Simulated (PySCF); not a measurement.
```xyz
20

B     0.9043    0.3156   -2.2998
P     0.3009   -0.4925   -0.6311
C     1.4214   -0.7524    0.8661
C     1.8993    0.6038    1.3134
F     0.8989    1.5038    1.3155
F     2.8596    1.1002    0.5322
F     2.3917    0.5968    2.5657
C    -0.8868   -1.8518   -0.4864
C    -1.3814   -0.7239    0.0205
C    -2.5117   -0.0857    0.6055
C    -2.5056    1.1996    0.9502
H     1.8492   -0.3374   -2.6005
H     1.1582    1.4421   -2.0380
H    -0.0506    0.1640   -2.9899
H     0.8820   -1.2306    1.6854
H     2.2904   -1.3532    0.5898
H    -1.1422   -2.8629   -0.7187
H    -3.3875   -0.7080    0.7471
H    -3.3679    1.6760    1.3831
H    -1.6273    1.8072    0.8054
```

Geometry: GFN2-xTB.

Method: PBE0/pcSseg-1, SCF density, gas phase, non-relativistic (PySCF 2.14.0).

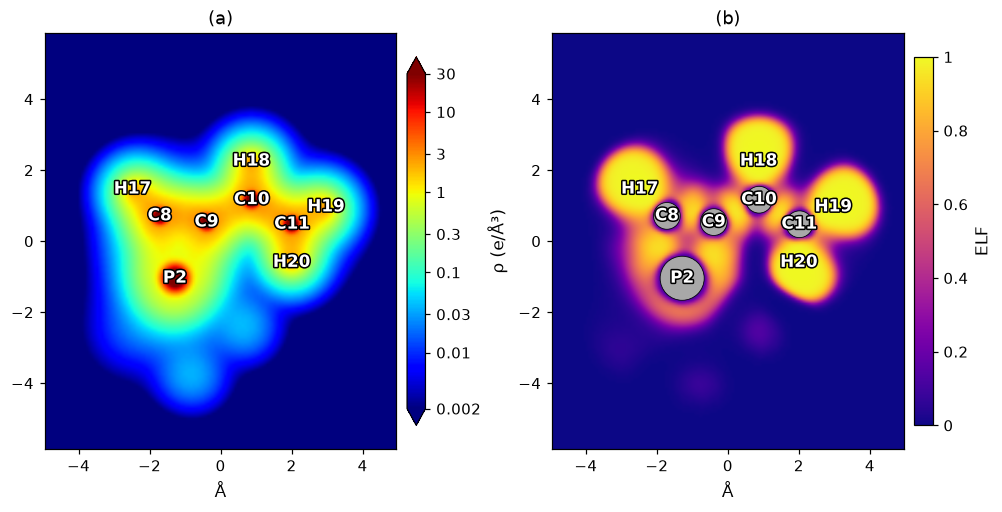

C₆H₉BF₃P. (a) electron density; (b) ELF on the plane of atoms C11, C10 and H18. Grey discs cover the atomic cores in the ELF map.

Q: Read the bonding off the picture.

A:
- Atoms in the plane: P, C and H.
- C–C (1.33 Å): the density is about 2.3 e/Å³ at the midpoint; the ELF peaks at about 0.95 between the atoms; a short, multiple covalent bond.
- C–P (1.81 Å): the density is about 1 e/Å³ at the midpoint; the ELF peaks at about 0.80 between the atoms; a covalent bond.
- C–H (1.07 Å): ρ is about 2.1 e/Å³ halfway; the ELF climbs to about 1 towards the hydrogen, as it does in any bond to H; an ordinary covalent bond to hydrogen.
- C–C (1.42 Å): the density is about 1.9 e/Å³ at the midpoint; the ELF peaks at about 0.95 between the atoms; a covalent bond.
